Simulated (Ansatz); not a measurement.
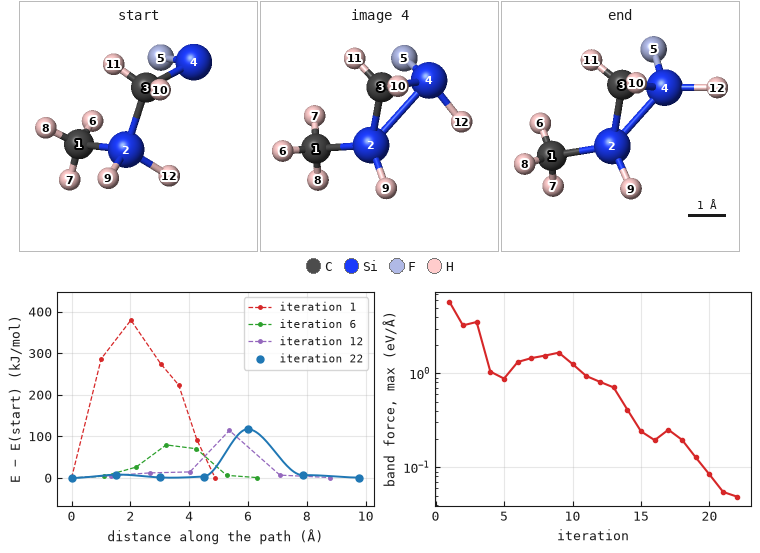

NEB run on C₂H₇FSi₂. Images are numbered from 0 (start) to 6 (end). The plot follows the band through its iterations. A ball-and-stick model, seen from a free direction.

Computed with RKS PBE0/def2-SVP (Ansatz 0.2.0). Run with 5 movable images; climbing image; force threshold 0.05 eV/Å; iteration limit 60; starting path through a guess of the saddle point.

How did the profile develop, and is the result final?

Answer. The run is converged, with reservations. The band converged in 22 iterations. The largest component of the band force went from 5.8 to 0.049 eV/Å. The climbing image converged on the top of the path. Its vibrational analysis gives one imaginary mode (652i cm⁻¹), as a transition state must have. The first iteration put the highest image at 379.7 kJ/mol. The energy climbs by 117.3 kJ/mol to image 4 and then falls by 116.5 kJ/mol, so the end point sits at +0.9 kJ/mol.

Cost: 4.4 min on 2 threads of Intel(R) Xeon(R) Platinum 8488C (Sapphire Rapids), with other jobs on the host, peak memory 0.28 GiB.
